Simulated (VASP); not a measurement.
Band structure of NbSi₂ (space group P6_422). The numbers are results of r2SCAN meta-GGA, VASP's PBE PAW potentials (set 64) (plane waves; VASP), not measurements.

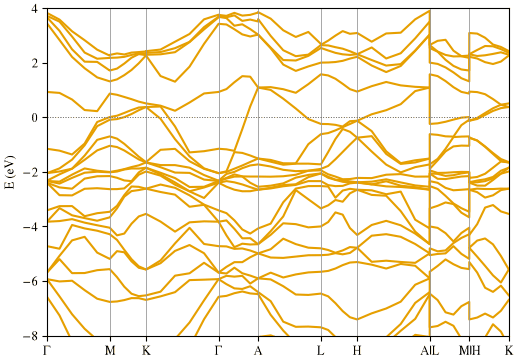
Figure: Bands along high-symmetry lines, zero at the valence-band maximum or, without a gap, the Fermi level

Problem. Read the plot: is there a gap, and where are the band edges?

Solution. It has no gap at this level: it comes out as a metal or semimetal.

The structure comes from a computed database's NbSi2 entry (P6_422); how it stands against other phases isn't given here. It was relaxed first. The electron count is odd and the run is not spin-polarised, which forces a metal.
